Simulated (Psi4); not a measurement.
Interaction energy of C2H6O ··· H3B (SMILES COC and B). Monomers: optimised at B3LYP-D3(BJ) (def2-TZVP), held rigid. Orientation: a random orientation, not optimised. The monomers approach along the line of their centres of mass (distance R); nothing else relaxes.

Geometry at R = 4.91 Å (first 9 atoms: monomer A):
```
13

C      1.1035    -0.2818    -0.2789
O      0.1099    -0.4102     0.7121
C     -1.0913     0.2361     0.3580
H      1.3583     0.7714    -0.4581
H      0.7819    -0.7265    -1.2302
H      1.9894    -0.8060     0.0767
H     -1.7955     0.0880     1.1753
H     -0.9386     1.3134     0.2078
H     -1.5175    -0.1844    -0.5627
B     -4.4152    -0.6793     2.2468
H     -4.5466    -1.6928     1.6382
H     -5.0071     0.2965     1.9120
H     -3.6907    -0.6413     3.1894
```

Computed with SAPT0/jun-cc-pVDZ, frozen core in Psi4.

Components in kcal/mol:

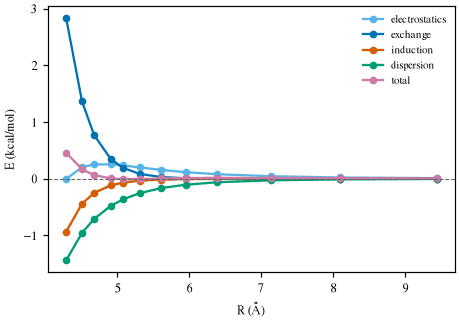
Components of the interaction energy.

| R / Å | electrostatics | exchange | induction | dispersion | total |
|---|---|---|---|---|---|
| 4.29 | 0.00 | 2.84 | -0.93 | -1.44 | 0.46 |
| 4.51 | 0.20 | 1.37 | -0.44 | -0.96 | 0.17 |
| 4.68 | 0.25 | 0.77 | -0.25 | -0.71 | 0.06 |
| 4.91 | 0.25 | 0.35 | -0.12 | -0.48 | 0.01 |
| 5.08 | 0.23 | 0.19 | -0.07 | -0.36 | -0.01 |
| 5.31 | 0.20 | 0.09 | -0.03 | -0.26 | 0.00 |
| 5.61 | 0.16 | 0.03 | -0.02 | -0.17 | 0.00 |
| 5.95 | 0.12 | 0.01 | -0.01 | -0.11 | 0.01 |
| 6.39 | 0.08 | 0.00 | 0.00 | -0.06 | 0.02 |
| 7.13 | 0.04 | 0.00 | 0.00 | -0.03 | 0.01 |
| 8.09 | 0.02 | 0.00 | 0.00 | -0.01 | 0.01 |
| 9.44 | 0.01 | 0.00 | 0.00 | 0.00 | 0.01 |
